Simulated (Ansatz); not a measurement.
## Zr: response to strain

The reference is Zr in the hcp (Mg type) structure (space group P6_3/mmc, No. 194; a = 3.2304 Å, c = 5.1788 Å; relaxed with 0.1 eV smearing). Axes: x lies along a and z along c of the hexagonal cell.

Strains are applied to the cell and any free atomic positions relax; under biaxial strain the out-of-plane vector relaxes too.

Computed with DFT with PBE, PAW potentials and a 420 eV plane-wave cutoff in Ansatz (a quantum-chemistry and plane-wave program), spin-orbit coupling left out.

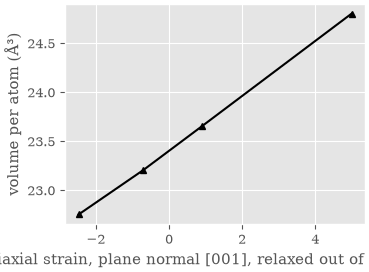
Figure: Volume per atom against biaxial strain, plane normal [001], relaxed out of plane

Q: From the plot, what is the volume per atom for biaxial strain −0.70 %, plane normal [001], relaxed out of plane?

A: About 23.2 Å³.

Q: Is the trend monotonic over the range shown?

A: Yes, it rises throughout, spanning 22.76 Å³ to 24.80 Å³.

No phonon test of stability was made. The final runs are not spin-polarised.
